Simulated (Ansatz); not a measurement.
# LuSe (Fm-3m): phonons and vibrational spectra, part 2 of 2

Aim: the vibrations of LuSe (Fm-3m), their spectra, and whether the structure is stable.

Ansatz 0.2.0; DFT PBEsol, scalar-relativistic, plane waves, PAW; PAW set soft_1.

So far. Step 3 (Relaxing to small forces for the phonons): The forces vanish by symmetry and the pressure is 0.000 GPa, within the tolerances set. The cell now holds 21.38 Å³/atom. The relaxed cell has a = 5.551 Å (conventional setting).

**4. Zone-centre response**

The zone centre comes first: it holds the modes that light can see, as far as symmetry allows. No field response is asked, since the mesh shows no gap.

input.yaml reads:

```yaml
crystal:
  lattice:
    - [0.0, 2.7754349891, 2.7754349891]
    - [2.7754349891, 0.0, 2.7754349891]
    - [2.7754349891, 2.7754349891, 0.0]
  atoms:
    - { symbol: Lu, position: [0.0, 0.0, 0.0] }
    - { symbol: Se, position: [0.5, 0.5, 0.5] }
kpoints:
  mp_grid: { grid: [16, 16, 16] }
hamiltonian:
  xc: pbesol
  pseudopotentials: { kind: paw, azcp: { folder: soft_1 }, xc_functional: pbe }
scf:
  occupations: { method: methfessel_paxton, width: 0.2 }
output:
  eigenvalues: true
phonons:
  method: dfpt
```

Started as:

```
> ansatz run input.yaml --threads 4 --pin off --max-ram 10240MiB --backend cpu --events-out ev --progress --plain --runs-dir out
```

Numbers of over 12 decimals in the logs are rounded to 6 here.

The log of the run:

```text
[...]
Crystal: 2 atoms, lattice volume = 42.759 Å³
Basis set: ecut = 420 eV, 869 PW (Γ), exchange–correlation on 54×54×54 points (8 copies of the dense FFT grid, shifted against one another)
Bands: 25, of which v1, the nominal top of the filled ones, is band 21 counted from 1 (20 counted from 0)
Symmetry: 48 space group operations
k-points: 349 of 4096 (irreducible under 8 space group operations, time reversal used)
[...]
SCF iter   1: F=—  HF=-20041.825156 eV  |F-HF|=—  |Δ(HF+E_count)|=         —  Δρ=9.72e-2  dr2=6.16e0  ethr=3.10e-3  ⟨swp⟩=5.5  Hψ=90842  notcnv=0
[...]
SCF iter  14: F=-20039.555328 eV  HF=-20039.555328 eV  |F-HF|=7.28e-12  |Δ(HF+E_count)|=  7.28e-12  S|Δr|=    0.00e0  Δρ=3.96e-8  dr2=4.53e-13  ethr=1.00e-12  ⟨swp⟩=7.4  Hψ=53774  notcnv=0
SCF 1 converged in 14 iterations: F = -20039.555328 eV  dr2 = 4.53e-13
[...]
DFPT response loops at Γ: preconditioner auto → Kerker (q_TF=auto, 2.709 Å⁻¹) (partly filled bands, converged f_vac=0.000); β = 1.00, the filter's whole step (`scf.mixing.beta` (0.50) is not read by the response loops under this deck's `scf.mixing.preconditioner`; to damp them name `kerker` or `kerker_dos`, under which they read `scf.mixing.beta`, and type it under 1.00, their step now; both keys bind the ground state too); Broyden in place of MSR1
SCF converged after 14 iterations
[...]
Free energy (F): -20039.555328 eV
[...]
Internal energy: -20039.554423 eV  (E = F + TS)
E sigma→0 (E₀):  -20039.555102 eV
Entropy (-TS):   -0.000905 eV (-0.452 meV/atom)
Fermi energy:    16.060582 eV
[...]
--- Band table (eV; the first three rows and the last of 349) ---
  k-point 0: bands = [... 17 lower, 13.1454, 13.1454, 13.1454, 15.8050, 15.8050, 15.8050, 16.3918, 16.7389, ... 4 higher]
  k-point 1: bands = [... 17 lower, 12.7718, 12.9849, 12.9849, 15.8707, 15.8985, 15.8985, 16.7445, 16.9543, ... 4 higher]
  k-point 2: bands = [... 17 lower, 11.9940, 12.6070, 12.6070, 15.9294, 16.1347, 16.1347, 17.5364, 17.5364, ... 4 higher]
  k-point 348: bands = [... 17 lower, 10.4960, 10.4960, 10.5495, 17.0586, 17.0586, 17.7846, 19.6572, 19.9062, ... 4 higher]
--- Phonons (Γ-DFPT): 2 representative perturbations + reference, on 349 of 4096 k-points (Σ response iterations 7) ---
  k mesh reduced under 8 symmetry operations, with k and −k counted as one. Each operation leaves every solved perturbation unchanged. A smaller set is not used because it would not reduce the number of displacements times k-points to solve
  ASR residual: 1.303e-4 → 0.000e0 eV/Å²; symmetrization residual: 6.575e-6 eV/Å²
  ASR residual per site (eV/Å²): 1.30e-4 2.74e-6
  Γ frequencies (cm⁻¹): 0.00 0.00 0.00 191.71 191.71 191.71
  non-analytic LO–TO correction: not included (Born effective charges unavailable; polar crystals: no LO–TO splitting at Γ)
```

The job ended after 25 s (4 threads of Intel Xeon 6975P-C (Granite Rapids), shared host; peak memory 1.4 GiB).

This step gave:

| Quantity | Value |
| --- | --- |
| sum-rule residual before enforcement | 1.30e-4 eV/Å² |
| point group | m-3m |
| highest optical mode at the zone centre (no LO-TO term) | 191.7 cm⁻¹ |
| lowest optical zone-centre mode | 191.7 cm⁻¹ |

Patterns of degenerate modes are one choice out of their space. The modes at Γ (shares of kinetic energy by element, %):

```
mode  frequency (cm⁻¹)  symmetry  Lu %  Se %
   1               0.0  acoustic    69    31
   2               0.0  acoustic    69    31
   3               0.0  acoustic    69    31
   4             191.7       T1u    31    69
   5             191.7       T1u    31    69
   6             191.7       T1u    31    69
```

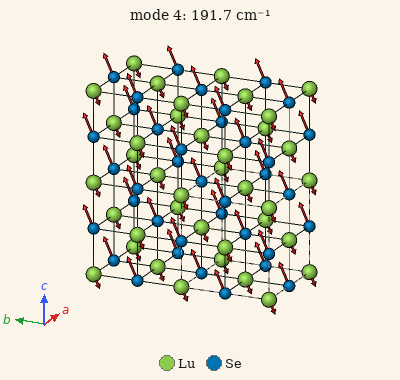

Displacement patterns of mode 4 at Γ; arrows are exaggerated. 1×2×2 conventional cells are drawn. Some periodic images of atoms are drawn too.

Before it was imposed, the acoustic sum rule was missed by 1.3e-4 eV/Å². Small misses are needed for a sound result but don't prove that mesh and cutoff are converged. The lowest optical mode is real, 192 cm⁻¹.

**5. The dispersion**

Stability and thermal properties need the whole zone. Linear response on a 4×4×4 q mesh gives force constants as far as a supercell of that size would.

Edit input.yaml of step 4 so:

```diff
@@ -19 +19,8 @@
   method: dfpt
+  qmesh: [4, 4, 4]
+  temperatures: { t_max: 1000, t_step: 50 }
+  qpath:
+    path:
+      - [[0.0, 0.0, 0.0], [0.5, 0.0, 0.5], [0.625, 0.25, 0.625]]
+      - [[0.375, 0.375, 0.75], [0.0, 0.0, 0.0], [0.5, 0.5, 0.5], [0.5, 0.25, 0.75], [0.5, 0.0, 0.5]]
+    npoints: 10
```

The log of the run:

```text
[...]
Crystal: 2 atoms, lattice volume = 42.759 Å³
Basis set: ecut = 420 eV, 869 PW (Γ), exchange–correlation on 54×54×54 points (8 copies of the dense FFT grid, shifted against one another)
Bands: 25, of which v1, the nominal top of the filled ones, is band 21 counted from 1 (20 counted from 0)
Symmetry: 48 space group operations
k-points: 145 of 4096
[...]
SCF iter   1: F=—  HF=-20041.825094 eV  |F-HF|=—  |Δ(HF+E_count)|=         —  Δρ=9.72e-2  dr2=6.16e0  ethr=3.10e-3  ⟨swp⟩=5.5  Hψ=37639  notcnv=0
[...]
SCF iter  14: F=-20039.555328 eV  HF=-20039.555328 eV  |F-HF|=3.64e-12  |Δ(HF+E_count)|=  7.28e-12  S|Δr|=    0.00e0  Δρ=1.84e-8  dr2=7.81e-14  ethr=1.00e-12  ⟨swp⟩=7.2  Hψ=21937  notcnv=0
SCF 1 converged in 14 iterations: F = -20039.555328 eV  dr2 = 7.81e-14
[...]
phonons: the bands overlap, so this run is a metal and interpolates without the dipole-dipole term. If the crystal is really an insulator or semiconductor, its LO-TO splitting is missing
NSCF: frozen V_eff on 145 k-points
[...]
DFPT response loops at q = (0, 0, 0) (fractional): preconditioner auto → Kerker (q_TF=auto, 2.709 Å⁻¹) (partly filled bands, converged f_vac=0.000); β = 1.00, the filter's whole step (`scf.mixing.beta` (0.50) is not read by the response loops under this deck's `scf.mixing.preconditioner`; to damp them name `kerker` or `kerker_dos`, under which they read `scf.mixing.beta`, and type it under 1.00, their step now; both keys bind the ground state too); Broyden in place of MSR1
[...]
phonons.qmesh, q = [0.0000, 0.2500, -0.5000]: its response loops start from zero, take more passes and end by a threshold: the memory limit or budget leaves too little room for the subspace of the ground state's own states beside the solves, or none could be made (phonons.method)
[...]
SCF converged after 14 iterations
[...]
Free energy (F): -20039.555328 eV
[...]
Internal energy: -20039.554423 eV  (E = F + TS)
E sigma→0 (E₀):  -20039.555102 eV
Entropy (-TS):   -0.000905 eV (-0.452 meV/atom)
Fermi energy:    16.060582 eV
[...]
--- Band table (eV; the first three rows and the last of 145) ---
  k-point 0: bands = [... 17 lower, 13.1454, 13.1454, 13.1454, 15.8050, 15.8050, 15.8050, 16.3918, 16.7389, ... 4 higher]
  k-point 1: bands = [... 17 lower, 12.7718, 12.9849, 12.9849, 15.8707, 15.8985, 15.8985, 16.7445, 16.9543, ... 4 higher]
  k-point 2: bands = [... 17 lower, 11.9940, 12.6070, 12.6070, 15.9294, 16.1347, 16.1347, 17.5364, 17.5364, ... 4 higher]
  k-point 144: bands = [... 17 lower, 10.4960, 10.4960, 10.5495, 17.0586, 17.0586, 17.7846, 19.6572, 19.9062, ... 4 higher]
--- Phonons (Γ-DFPT): 2 representative perturbations + reference (Σ response iterations 6) ---
  ASR residual: 4.776e-5 → 0.000e0 eV/Å²; symmetrization residual: 1.003e-5 eV/Å²
  ASR residual per site (eV/Å²): 4.78e-5 9.68e-6
  Γ frequencies (cm⁻¹): 0.00 0.00 0.00 191.71 191.71 191.71
--- Phonons (arbitrary-q DFPT): 8 irreducible q on the 4×4×4 mesh ---
  q = [0.0000, 0.0000, 0.0000] (star 1, of the zone-centre solve; hermiticity 2.73e-6, symmetrization 6.31e-12): -0.00 0.00 0.00 191.71 191.71 191.71
  q = [0.0000, 0.0000, 0.2500] (star 8, 2 solved perturbations on 2176 of 4096 k-point pairs; hermiticity 1.06e-6, symmetrization 2.90e-12): 64.53 64.53 75.96 187.20 187.20 187.72
[...]
q = [0.0000, 0.2500, 0.2500] (star 6, 4 solved perturbations in 3616 linear systems a pass and spin channel, the states on 1160 of 4096 k-point pairs; hermiticity 1.03e-6, symmetrization 3.80e-13): 36.99 36.99 86.59 181.73 190.12 190.12
[...]
sum rule: each row above includes the acoustic sum rule's correction from the zone centre's row sums; it moved no ω² by more than (0.27 cm⁻¹)²
  mesh force constants: q→R imaginary residual 5.97e-18; ASR residual 4.776e-5 → 0.000e0 eV/Å²; symmetrization residual 8.882e-15 eV/Å²
  interpolated dispersion: 62 rows × 6 modes
  density of states and harmonic sums: on the 20×20×20 q-mesh, interpolated from the force constants of a 4×4×4 supercell (no non-analytic term)
  largest difference from the sums on the solved wave vectors: F 1.39e-2 eV, S 1.79e-5 and C_V 4.01e-6 eV/K
  zero-point energy: 0.046228 eV/cell   skipped modes (ω ≤ 0): 3   left out of the sums: 6.25e-5 of the cell's modes: C_V's classical limit lies that fraction below 3 k_B per atom; for a crystal, a wire or a layer, F and S can be off by more, and a phonons.interpolated_qmesh denser along its periods is the remedy for the sampling
```

Wall time 19 min (4 threads); peak memory 7.1 GiB.

Numbers from this step:

```yaml
sum_rule_residual_before_enforcement: 4.78e-5 eV/Å²
lowest_frequency_on_the_path: 0 cm⁻¹
highest_frequency_on_the_path_or_at_a_solved_wavevector: 196.8 cm⁻¹
mean_frequency: 124.3 cm⁻¹
debye_temperature_second_moment: 260 K
logarithmic_mean_frequency: 104.5 cm⁻¹
lowest_mode_on_the_q_mesh_acoustic_modes_at_gamma_apart: 28.16 cm⁻¹
zero_point_energy_per_atom: 23.11 meV
heat_capacity_at_300_k: 24.04 J/(mol atoms K)
vibrational_entropy_at_300_k: 42.63 J/(mol atoms K)
edges_of_the_widest_gap_between_branches_on_path_and_mesh: 94.8, 175.2 cm⁻¹
```

Frequencies (cm⁻¹) solved at each irreducible wavevector; negative means imaginary. Frequencies by wavevector, by row:

```
q in reciprocal lattice units  star  mode 1  mode 2  mode 3  mode 4  mode 5  mode 6
                        0 0 0     1       0       0       0   191.7   191.7   191.7
                     0 0 0.25     8    64.5    64.5      76   187.2   187.2   187.7
                     0 0 -0.5     4    43.9    94.8    94.8   175.2   175.2   188.1
                  0 0.25 0.25     6      37      37    86.6   181.7   190.1   190.1
                  0 0.25 -0.5    24    40.6    71.5    71.8   186.8     187   191.1
                 0 0.25 -0.25    12    44.3    74.5    90.6   177.4   184.7   187.7
                  0 -0.5 -0.5     3    28.2    44.1    44.1   192.2   192.2   196.8
              0.25 -0.5 -0.25     6    42.6    42.6    76.1   178.5   191.7   191.7
```

Interpolated from a 4×4×4 q mesh. The phonon branches at the labelled points (cm⁻¹):

```
    point  branch 1  branch 2  branch 3  branch 4  branch 5  branch 6
        Γ         0         0         0       192       192       192
        X        28        44        44       192       192       197
        U        15        67        69       187       188       193
jump to K        15        67        69       187       188       193
        Γ         0         0         0       192       192       192
        L        44        95        95       175       175       188
        W        43        43        76       178       192       192
        X        28        44        44       192       192       197
```

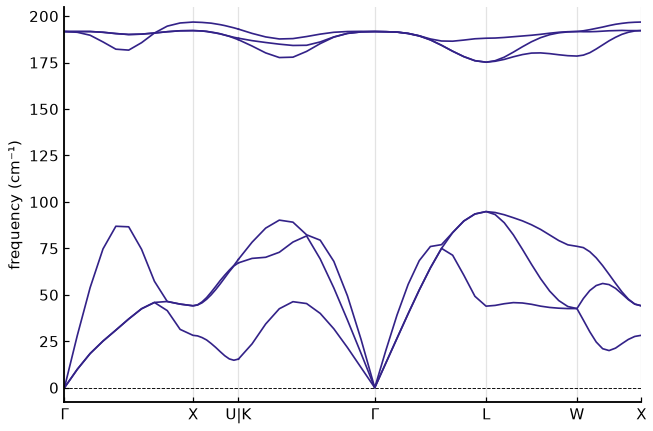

Phonon branches along the path.

The phonon density of states has structure finer than the step of the table below, so its rows give means over 20 cm⁻¹, whole bins alone (the curve runs from 1 to 197 cm⁻¹). Peaks (cm⁻¹: height): 85.0: 0.0694, 189.0: 0.359.

Tetrahedra on a 20×20×20 mesh, mean over bins of 2 cm-1. Interpolated from a 4×4×4 q mesh. Table of phonon density of states by wavenumber; means over each step:

```
wavenumber (cm⁻¹)  phonon density of states (1/cm⁻¹/cell)
               20                                 0.00806
               40                                  0.0345
               60                                  0.0514
               80                                  0.0510
              100                                 0.00500
              120                                       0
              140                                       0
              160                                       0
              180                                   0.109
```

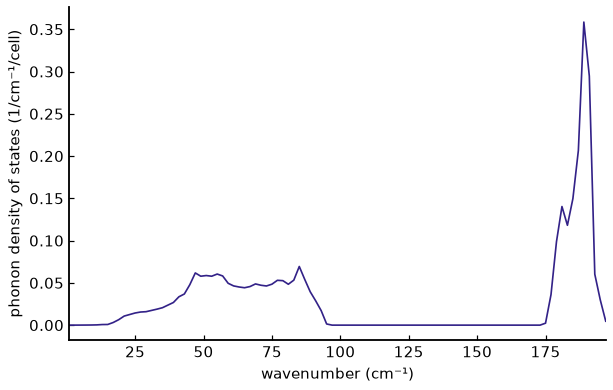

Phonon density of states, plotted against wavenumber.

The partial phonon density of states has structure finer than the step of the table below, so its rows give means over 20 cm⁻¹, whole bins alone (the curve runs from -10 to 212 cm⁻¹). Peaks (cm⁻¹: height): Lu 50.2: 0.0460, 85.2: 0.0559, 190.1: 0.0566; Se 188.7: 0.222.

Phonopy on the run's constants, 17x17x17 mesh, Gaussian sigma 2.0 cm-1. Interpolated from a 4×4×4 q mesh. Partial phonon density of states against wavenumber; means over each step; values in 1/cm⁻¹/cell:

```
wavenumber (cm⁻¹)       Lu       Se
                0   4.2e-5   2.0e-5
               20  0.00637  0.00208
               40   0.0266  0.00777
               60   0.0412  0.00975
               80   0.0470  0.00325
              100  0.00588   1.1e-4
              120        0        0
              140        0        0
              160        0   3.7e-6
              180   0.0136   0.0943
              200  0.00934   0.0328
```

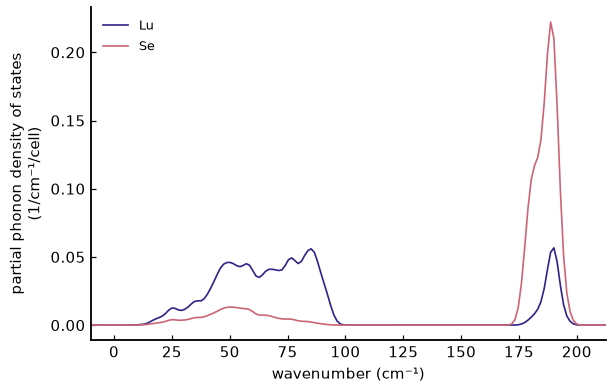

Partial phonon density of states, plotted against wavenumber.

Second derivatives of the energy by pair, one row for each kind of neighbour of each atom listed. Each entry sums the pair over the periodic images of the supercell that the q mesh stands for, and in a polar crystal it holds the long-range dipole part too. Force constants by pair, by row:

```
atom  neighbour  distance (Å)  third of the trace (eV/Å²)  along the pair's line (eV/Å²)
 Lu1     itself             0                       5.892                              –
 Lu1         Se         2.775                      -1.136                         -3.447
 Lu1         Lu         3.925                      0.0925                         0.3454
 Lu1         Se         4.807                     -0.0511                        -0.0953
 Lu1         Lu         5.551                      0.2225                         0.6966
 Lu1         Se         6.206                     -0.0223                        -0.0578
 Lu1         Lu         6.798                      -0.022                         -0.084
 Se2     itself             0                       8.691                              –
 Se2         Lu         2.775                      -1.136                         -3.447
 Se2         Se         3.925                     -0.0434                        -0.1771
 Se2         Lu         4.807                     -0.0511                        -0.0953
 Se2         Se         5.551                     -0.1157                        -0.4153
 Se2         Lu         6.206                     -0.0223                        -0.0578
 Se2         Se         6.798                     -0.0029                        -0.0051
```

Harmonic thermodynamic functions per atom, from the density of states. Interpolated from a 4×4×4 q mesh. Thermodynamic functions, by row:

```
T (K)  F_vib (meV/atom)  S (J/mol-atom/K)  C_V (J/mol-atom/K)
    0             23.11                 0                   0
   50              21.6             7.968               11.24
  100             14.68             18.39               18.68
  200             -12.6             33.07                  23
  300            -52.13             42.63               24.04
  400            -100.1             49.61               24.43
  500            -154.4             55.08               24.61
  600            -213.9             59.58               24.71
  700            -277.7             63.39               24.77
  800            -345.1              66.7               24.81
  900            -415.8             69.62               24.84
 1000            -489.4             72.24               24.86
```

Harmonic mean-square displacement, third of the trace. Interpolated from a 4×4×4 q mesh. Mean square displacements, by row:

```
T (K)  Lu1 U_eq (Å²)  Se2 U_eq (Å²)
    0        0.00153        0.00167
  100        0.00456        0.00361
  300        0.01307        0.00959
  600        0.02603        0.01893
```

Symmetry leaves 8 wavevectors to solve. The lowest mode among them, the acoustic zeros apart, lies at q = (0, -0.5, -0.5) and is real, 28.2 cm⁻¹.

**6. Another isotope**

An isotope changes the mass and not the force constants, so no new electronic calculation is needed; the shifts show which modes move this element.

The same force constants with the mass of Se changed from 78.971 to 81.917 u (phonopy, no LO-TO term). Both lists are sorted by frequency; levels can cross, so a row need not hold one and the same mode. Modes under 3 cm⁻¹ are left out. Isotope shifts, by row:

```
          q  rank  natural mass (cm⁻¹)  changed mass (cm⁻¹)
      0 0 0     4                191.7                189.3
      0 0 0     5                191.7                189.3
      0 0 0     6                191.7                189.3
   0 0 0.25     1                64.53                64.29
   0 0 0.25     2                64.53                64.29
   0 0 0.25     3                75.96                75.73
   0 0 0.25     4                187.2                184.5
   0 0 0.25     5                187.2                184.5
   0 0 0.25     6                187.7                184.9
   0 0 -0.5     1                43.91                43.91
   0 0 -0.5     2                94.79                94.79
   0 0 -0.5     3                94.79                94.79
   0 0 -0.5     4                175.2                172.1
   0 0 -0.5     5                175.2                172.1
   0 0 -0.5     6                188.1                184.7
0 0.25 0.25     1                36.99                36.78
0 0.25 0.25     2                36.99                36.78
0 0.25 0.25     3                86.59                86.59
0 0.25 0.25     4                181.7                178.4
0 0.25 0.25     5                190.1                187.7
0 0.25 0.25     6                190.1                187.7
```

A mode of this element alone would shift by -1.81 %. The highest zone-centre frequency without the field goes from 191.7 to 189.3 cm⁻¹ (-1.2 %). The product of the frequency ratios over all optical modes at Γ is 0.963; the product rule, (m/m′)^(3k/2) (M′/M)^(3/2) with k = 1 such atoms and M the mass of the cell, gives 0.963.

**7. Summary of results**

```
space group after relaxation (within 0.01 Å)            : Fm-3m
volume per atom                                         : 21.4 Å³
electronic character                                    : no gap on this mesh
highest optical mode at the zone centre (no LO-TO term) : 192 cm⁻¹
lowest optical zone-centre mode                         : 192 cm⁻¹
lowest mode on the q mesh (acoustic modes at Γ apart)   : 28.2 cm⁻¹
highest frequency on the path or at a solved wavevector : 197 cm⁻¹
zero-point energy per atom                              : 23.1 meV
heat capacity at 300 K                                  : 24.0 J/(mol atoms K)
vibrational entropy at 300 K                            : 42.6 J/(mol atoms K)
Debye temperature (second moment)                       : 260 K
imaginary modes on the 4×4×4 q mesh                     : none
```

**Reading.** The structure is a minimum as far as tested: no mode is imaginary at the 8 irreducible wavevectors of the 4×4×4 mesh, and the softest away from the acoustic zeros lies at 28 cm⁻¹. The optical modes at Γ form one degenerate level at 192 cm⁻¹. The highest mode in this list at Γ, 191.7 cm⁻¹, has its largest share on Se (69 % of the kinetic energy). On the path and the mesh, the widest gap between branches runs from 95 to 175 cm⁻¹. With no gap, or one that is small against the smearing, the frequencies hang on the k mesh and the smearing, most of all near Kohn anomalies. The phonon runs are without spin polarisation, although the cell has an odd electron count. Spin-orbit coupling is left out, which can matter for the heavy elements here. The PAW files were made for PBE and serve the other functionals too. These are harmonic frequencies at zero temperature: anharmonic shifts, linewidths and thermal expansion are left out.

[Logs are printed without paths, hosts, clocks, repeated set-up lines and the standing remarks that a program may print on its own settings, such as how far it seeks lower states.]

[Hosts, paths, dates, database ids (printed as entryN), source tags and the programs' standing remarks are cut or masked in the printed files.]
